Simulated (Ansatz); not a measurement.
# The cluster Sn₂H₄+ (doublet): Born-Oppenheimer dynamics

What does the cluster Sn₂H₄+ (doublet) do in its first 8 fs with a Nosé-Hoover thermostat, with the temperature set to 1500 K?

Program: Ansatz 0.2.0, Gaussian basis. Level of theory: BLYP/def2-SVP with D3(BJ) with three-body dispersion. These are calculated values, not measurements.

6 further runs of the same task are left out: 1 that didn't finish, 5 set aside as unsound or not needed. Runs told in other sessions of the task aren't counted.

### 1 The geometry

The structure was relaxed beforehand with B3LYP-D4 in a triple-zeta def2 set. Sn takes the def2 core potential; no spin-orbit term is included.

6 atoms, charge 1, spin multiplicity 2.

Atoms are counted from 1 here; the program's logs count them from 0.

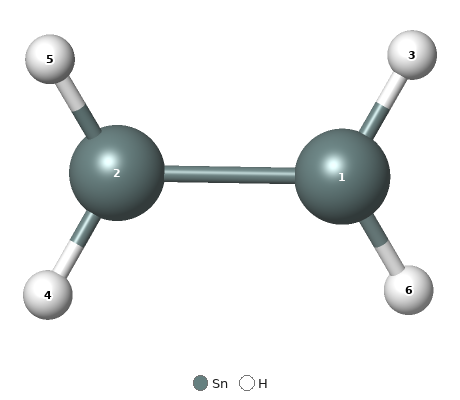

The structure; tin teal, hydrogen white; atoms are numbered from 1 in the order of the file.

### 2 The run

File in.yaml:

```yaml
crystal:
  periodic: [false, false, false]
  atoms:
    - {symbol: Sn, position_ang: [1.346216, 0.065054, 0.206676]}
    - {symbol: Sn, position_ang: [-1.345391, -0.064869, -0.207278]}
    - {symbol: H, position_ang: [2.393489, -0.361242, -1.059931]}
    - {symbol: H, position_ang: [-2.386055, 0.377656, 1.059227]}
    - {symbol: H, position_ang: [-1.939178, 0.046325, -1.794483]}
    - {symbol: H, position_ang: [1.930919, -0.062934, 1.795779]}
basis:
  gaussian: {orbitals: def2-SVP}
total_charge: 1
magnetization: {spin_polarized: false, initial_magnetization: 1}
hamiltonian: {xc: {name: BLYP}, dispersion: d3bjatm}
md: {timestep: 0.5 fs, n_steps: 15, ensemble: nvt_nose_hoover, temperature: 1500, initial_velocities: maxwell_boltzmann, seed: 960}
scf: {omitted_lower_state_checks: [starts]}
```

Launch:

```
> ansatz run in.yaml --threads 4 --pin off --events-out ev --progress --plain --max-ram 3916MiB
```

Output:

```text
Functional definition: BLYP
  name "BLYP"
  cite "Becke, Phys. Rev. A 38, 3098 (1988) doi:10.1103/PhysRevA.38.3098"
  cite "Lee, Yang & Parr, Phys. Rev. B 37, 785 (1988) doi:10.1103/PhysRevB.37.785"
  parameter beta = 0.0042
  parameter a = 0.04918
  parameter b = 0.132
  parameter c = 0.2533
  parameter d = 0.349
  exchange = b88_x(beta = beta)
  correlation = lyp_c(a = a, b = b, c = c, d = d)
these checks for a lower state are left out or cut short: starts
814 factors; their error is unknown
mean field evaluation 1: about -11714.8962 eV, gradient 1.5e1 eV
mean field evaluation 2: about -11715.6341 eV, gradient 8.0e0 eV
mean field evaluation 4: about -11715.9519 eV, gradient 3.0e-1 eV
mean field evaluation 8: about -11715.9406 eV, gradient 5.0e-2 eV
mean field evaluation 16: about -11715.9406 eV, gradient 1.8e-5 eV
mean field -11715.94058590 eV, -430.5528751820 hartree, gradient 1.8e-5 eV, S^2 0.750000; 0 other end points of the search recorded, 0 dependent functions left out
the calculation of the forces begins
reference -11715.94094272 eV, -430.5528882950 hartree; 24, 23 occupied and 48, 49 virtual orbitals, 814 factors
md step     0: t =     0.00 fs  T =  1500.0 K  F+E_penalty+E_count = -11716.20564205 eV  E_kin = 0.775560 eV  conserved = -11715.43008205 eV  (24 SCF iters)
these checks for a lower state are left out or cut short: starts, cluster_reference, orbital_swaps, neighbouring_geometries, increment
814 factors; their error is unknown
mean field -11715.92241965 eV, -430.5522075846 hartree, gradient 9.1e-6 eV, S^2 0.750000; 0 other end points of the search recorded, 0 dependent functions left out
the calculation of the forces begins
reference -11715.92277640 eV, -430.5522206949 hartree; 24, 23 occupied and 48, 49 virtual orbitals, 814 factors
md step     1: t =     0.50 fs  T =  1465.1 K  F+E_penalty+E_count = -11716.18760779 eV  E_kin = 0.757491 eV  conserved = -11715.43011648 eV  (28 SCF iters)
these checks for a lower state are left out or cut short: starts, cluster_reference, orbital_swaps, neighbouring_geometries, increment
814 factors; their error is unknown
mean field -11715.88228372 eV, -430.5507326165 hartree, gradient 9.1e-6 eV, S^2 0.750000; 0 other end points of the search recorded, 0 dependent functions left out
the calculation of the forces begins
reference -11715.88264024 eV, -430.5507457183 hartree; 24, 23 occupied and 48, 49 virtual orbitals, 814 factors
md step     2: t =     1.00 fs  T =  1388.1 K  F+E_penalty+E_count = -11716.14758197 eV  E_kin = 0.717713 eV  conserved = -11715.42987019 eV  (27 SCF iters)
these checks for a lower state are left out or cut short: starts, cluster_reference, orbital_swaps, neighbouring_geometries, increment
814 factors; their error is unknown
mean field evaluation 32: about -11715.8354 eV, gradient 9.6e-3 eV
mean field -11715.82491209 eV, -430.5486242480 hartree, gradient 9.0e-6 eV, S^2 0.750000; 0 other end points of the search recorded, 0 dependent functions left out
the calculation of the forces begins
reference -11715.82526830 eV, -430.5486373386 hartree; 24, 23 occupied and 48, 49 virtual orbitals, 814 factors
md step     3: t =     1.50 fs  T =  1278.4 K  F+E_penalty+E_count = -11716.09027905 eV  E_kin = 0.660962 eV  conserved = -11715.42932181 eV  (28 SCF iters)
these checks for a lower state are left out or cut short: starts, cluster_reference, orbital_swaps, neighbouring_geometries, increment
814 factors; their error is unknown
mean field -11715.75955609 eV, -430.5462224592 hartree, gradient 8.7e-6 eV, S^2 0.750000; 0 other end points of the search recorded, 0 dependent functions left out
the calculation of the forces begins
reference -11715.75991199 eV, -430.5462355382 hartree; 24, 23 occupied and 48, 49 virtual orbitals, 814 factors
md step     4: t =     2.00 fs  T =  1153.5 K  F+E_penalty+E_count = -11716.02493286 eV  E_kin = 0.596398 eV  conserved = -11715.42854763 eV  (27 SCF iters)
these checks for a lower state are left out or cut short: starts, cluster_reference, orbital_swaps, neighbouring_geometries, increment
814 factors; their error is unknown
mean field -11715.69867993 eV, -430.5439853018 hartree, gradient 8.0e-6 eV, S^2 0.750000; 0 other end points of the search recorded, 0 dependent functions left out
the calculation of the forces begins
reference -11715.69903555 eV, -430.5439983703 hartree; 24, 23 occupied and 48, 49 virtual orbitals, 814 factors
md step     5: t =     2.50 fs  T =  1037.2 K  F+E_penalty+E_count = -11715.96399314 eV  E_kin = 0.536280 eV  conserved = -11715.42773968 eV  (28 SCF iters)
these checks for a lower state are left out or cut short: starts, cluster_reference, orbital_swaps, neighbouring_geometries, increment
814 factors; their error is unknown
mean field -11715.65499764 eV, -430.5423800071 hartree, gradient 2.5e-5 eV, S^2 0.750000; 0 other end points of the search recorded, 0 dependent functions left out
the calculation of the forces begins
reference -11715.65535305 eV, -430.5423930680 hartree; 24, 23 occupied and 48, 49 virtual orbitals, 814 factors
md step     6: t =     3.00 fs  T =   953.6 K  F+E_penalty+E_count = -11715.92016368 eV  E_kin = 0.493057 eV  conserved = -11715.42715334 eV  (28 SCF iters)
these checks for a lower state are left out or cut short: starts, cluster_reference, orbital_swaps, neighbouring_geometries, increment
814 factors; their error is unknown
mean field evaluation 64: about -11715.6376 eV, gradient 2.3e-5 eV
mean field -11715.63763686 eV, -430.5417420103 hartree, gradient 2.3e-5 eV, S^2 0.750000; 0 other end points of the search recorded, 0 dependent functions left out
the calculation of the forces begins
reference -11715.63799216 eV, -430.5417550673 hartree; 24, 23 occupied and 48, 49 virtual orbitals, 814 factors
md step     7: t =     3.50 fs  T =   919.9 K  F+E_penalty+E_count = -11715.90256744 eV  E_kin = 0.475646 eV  conserved = -11715.42699641 eV  (27 SCF iters)
these checks for a lower state are left out or cut short: starts, cluster_reference, orbital_swaps, neighbouring_geometries, increment
814 factors; their error is unknown
mean field -11715.64907223 eV, -430.5421622524 hartree, gradient 2.4e-5 eV, S^2 0.750000; 0 other end points of the search recorded, 0 dependent functions left out
the calculation of the forces begins
reference -11715.64942752 eV, -430.5421753089 hartree; 24, 23 occupied and 48, 49 virtual orbitals, 814 factors
md step     8: t =     4.00 fs  T =   940.9 K  F+E_penalty+E_count = -11715.91368092 eV  E_kin = 0.486477 eV  conserved = -11715.42731511 eV  (27 SCF iters)
these checks for a lower state are left out or cut short: starts, cluster_reference, orbital_swaps, neighbouring_geometries, increment
814 factors; their error is unknown
mean field -11715.68443189 eV, -430.5434616957 hartree, gradient 8.5e-6 eV, S^2 0.750000; 0 other end points of the search recorded, 0 dependent functions left out
the calculation of the forces begins
reference -11715.68478721 eV, -430.5434747537 hartree; 24, 23 occupied and 48, 49 virtual orbitals, 814 factors
md step     9: t =     4.50 fs  T =  1007.3 K  F+E_penalty+E_count = -11715.94864113 eV  E_kin = 0.520830 eV  conserved = -11715.42797033 eV  (27 SCF iters)
these checks for a lower state are left out or cut short: starts, cluster_reference, orbital_swaps, neighbouring_geometries, increment
814 factors; their error is unknown
mean field -11715.73353035 eV, -430.5452660308 hartree, gradient 1.0e-5 eV, S^2 0.750000; 0 other end points of the search recorded, 0 dependent functions left out
the calculation of the forces begins
reference -11715.73388572 eV, -430.5452790907 hartree; 24, 23 occupied and 48, 49 virtual orbitals, 814 factors
md step    10: t =     5.00 fs  T =  1100.1 K  F+E_penalty+E_count = -11715.99727819 eV  E_kin = 0.568780 eV  conserved = -11715.42871860 eV  (27 SCF iters)
these checks for a lower state are left out or cut short: starts, cluster_reference, orbital_swaps, neighbouring_geometries, increment
814 factors; their error is unknown
mean field -11715.78446910 eV, -430.5471379954 hartree, gradient 1.2e-5 eV, S^2 0.750000; 0 other end points of the search recorded, 0 dependent functions left out
the calculation of the forces begins
reference -11715.78482453 eV, -430.5471510573 hartree; 24, 23 occupied and 48, 49 virtual orbitals, 814 factors
md step    11: t =     5.50 fs  T =  1196.6 K  F+E_penalty+E_count = -11716.04771510 eV  E_kin = 0.618673 eV  conserved = -11715.42933665 eV  (27 SCF iters)
these checks for a lower state are left out or cut short: starts, cluster_reference, orbital_swaps, neighbouring_geometries, increment
814 factors; their error is unknown
mean field evaluation 96: about -11715.8270 eV, gradient 6.2e-2 eV
mean field -11715.82702645 eV, -430.5487019494 hartree, gradient 1.3e-5 eV, S^2 0.750000; 0 other end points of the search recorded, 0 dependent functions left out
the calculation of the forces begins
reference -11715.82738198 eV, -430.5487150146 hartree; 24, 23 occupied and 48, 49 virtual orbitals, 814 factors
md step    12: t =     6.00 fs  T =  1277.3 K  F+E_penalty+E_count = -11716.08975646 eV  E_kin = 0.660435 eV  conserved = -11715.42970237 eV  (29 SCF iters)
these checks for a lower state are left out or cut short: starts, cluster_reference, orbital_swaps, neighbouring_geometries, increment
814 factors; their error is unknown
mean field -11715.85462509 eV, -430.5497161807 hartree, gradient 1.3e-5 eV, S^2 0.750000; 0 other end points of the search recorded, 0 dependent functions left out
the calculation of the forces begins
reference -11715.85498079 eV, -430.5497292524 hartree; 24, 23 occupied and 48, 49 virtual orbitals, 814 factors
md step    13: t =     6.50 fs  T =  1329.7 K  F+E_penalty+E_count = -11716.11685475 eV  E_kin = 0.687529 eV  conserved = -11715.42980290 eV  (29 SCF iters)
these checks for a lower state are left out or cut short: starts, cluster_reference, orbital_swaps, neighbouring_geometries, increment
814 factors; their error is unknown
mean field -11715.86468552 eV, -430.5500858946 hartree, gradient 1.5e-5 eV, S^2 0.750000; 0 other end points of the search recorded, 0 dependent functions left out
the calculation of the forces begins
reference -11715.86504150 eV, -430.5500989765 hartree; 24, 23 occupied and 48, 49 virtual orbitals, 814 factors
md step    14: t =     7.00 fs  T =  1348.7 K  F+E_penalty+E_count = -11716.12646264 eV  E_kin = 0.697346 eV  conserved = -11715.42969650 eV  (28 SCF iters)
these checks for a lower state are left out or cut short: starts, cluster_reference, orbital_swaps, neighbouring_geometries, increment
814 factors; their error is unknown
mean field -11715.85787464 eV, -430.5498355991 hartree, gradient 1.5e-5 eV, S^2 0.750000; 0 other end points of the search recorded, 0 dependent functions left out
the calculation of the forces begins
reference -11715.85823095 eV, -430.5498486935 hartree; 24, 23 occupied and 48, 49 virtual orbitals, 814 factors
these checks for a lower state are left out or cut short: starts
814 factors; their error is unknown
mean field -11715.85787464 eV, -430.5498355991 hartree, gradient 1.5e-5 eV, S^2 0.750000; 0 other end points of the search recorded, 0 dependent functions left out
the calculation of the forces begins
reference -11715.85823095 eV, -430.5498486935 hartree; 24, 23 occupied and 48, 49 virtual orbitals, 814 factors
md step    15: t =     7.50 fs  T =  1335.5 K  F+E_penalty+E_count = -11716.11928054 eV  E_kin = 0.690502 eV  conserved = -11715.42946597 eV  (12 SCF iters)
Total energy: -11716.11963685 eV, -430.5594551831 hartree
Atom 0 at     1.359306     0.067121     0.210363 Å, force     1.318754    -0.134216    -0.285276 eV/Å
Atom 1 at    -1.362551    -0.069917    -0.208671 Å, force    -0.757737     0.286657     0.087036 eV/Å
Atom 2 at     2.556878    -0.125268    -1.143289 Å, force    -0.644119     0.046866     0.585388 eV/Å
Atom 3 at    -2.302555     0.833664     1.008587 Å, force     0.268270    -0.354002    -0.427772 eV/Å
Atom 4 at    -1.879851    -0.010451    -1.886162 Å, force     0.057050     0.039684     0.288696 eV/Å
Atom 5 at     2.103929    -0.347013     1.751240 Å, force    -0.242219     0.115010    -0.248073 eV/Å
Dipole moment:    -0.017801    -0.000786     0.014778 e Å
Checks for a lower state left out: starts
```

It took 13 s on 4 threads of Arm Neoverse V2, shared host.

### 3 The trajectory

Step by step, with energies from the first frame:

```
time (fs)  T (K)  potential (meV)  conserved (meV)  Sn1–H6 (Å)
      0.0   1500              0.0             0.00       1.698
      0.5   1465             18.0            -0.03       1.661
      1.0   1388             58.1             0.21       1.627
      1.5   1278            115.4             0.76       1.597
      2.0   1153            180.7             1.53       1.572
      2.5   1037            241.6             2.34       1.553
      3.0    954            285.5             2.93       1.543
      3.5    920            303.1             3.09       1.541
      4.0    941            292.0             2.77       1.548
      4.5   1007            257.0             2.11       1.563
      5.0   1100            208.4             1.36       1.586
      5.5   1197            157.9             0.75       1.614
      6.0   1277            115.9             0.38       1.648
      6.5   1330             88.8             0.28       1.684
      7.0   1349             79.2             0.39       1.722
      7.5   1335             86.4             0.62       1.761
```

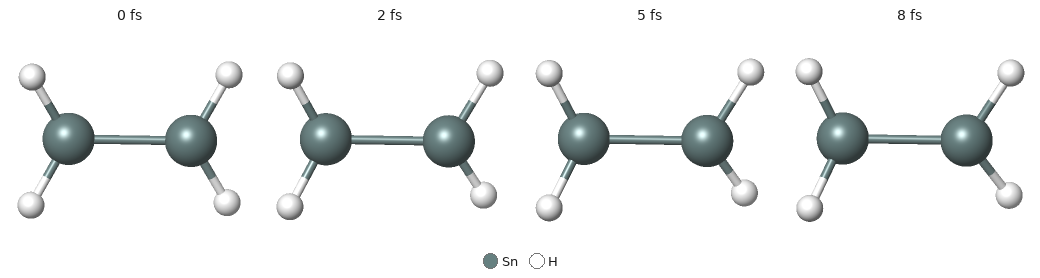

Four frames; sticks are those of the first frame.

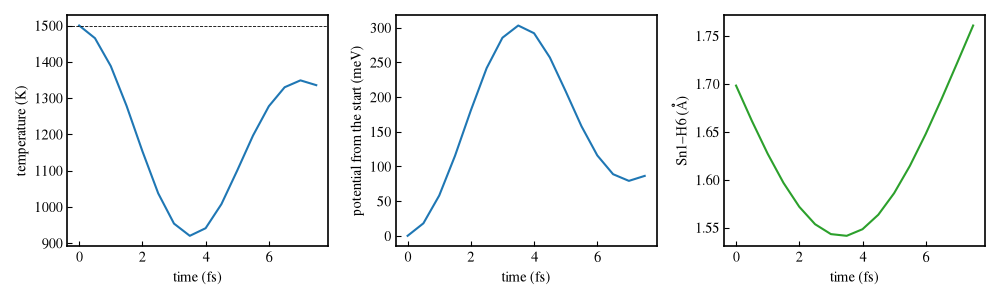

Temperature (the set value dashed), potential energy and the bond that swings most.

Positions (Å) and forces (eV/Å) at 7.5 fs:

```xyz
6

Sn    1.359    0.067    0.210    1.319   -0.134   -0.285
Sn   -1.363   -0.070   -0.209   -0.758    0.287    0.087
H     2.557   -0.125   -1.143   -0.644    0.047    0.585
H    -2.303    0.834    1.009    0.268   -0.354   -0.428
H    -1.880   -0.010   -1.886    0.057    0.040    0.289
H     2.104   -0.347    1.751   -0.242    0.115   -0.248
```

### 4 Outcome

| quantity | value |
| --- | --- |
| length | 15 steps of 0.5 fs |
| temperature, first and last frame | 1500, 1335 K |
| temperature, second half | mean 1192 K, from 941 to 1349 K |
| swing of the potential | 303 meV |
| largest change of the conserved energy | 3.09 meV |
| range of Sn1–H6 | 1.541 to 1.761 Å |

The temperature starts at 1500 K and ranges from 920 to 1500 K; in so small a system it swings widely. The conserved energy moves by 3.09 meV, 1.0 % of the potential's swing, so the step is short enough for this stretch. Sn1–H6 swings most, by 0.22 Å; no bond breaks. A run of 8 fs gives no averages.
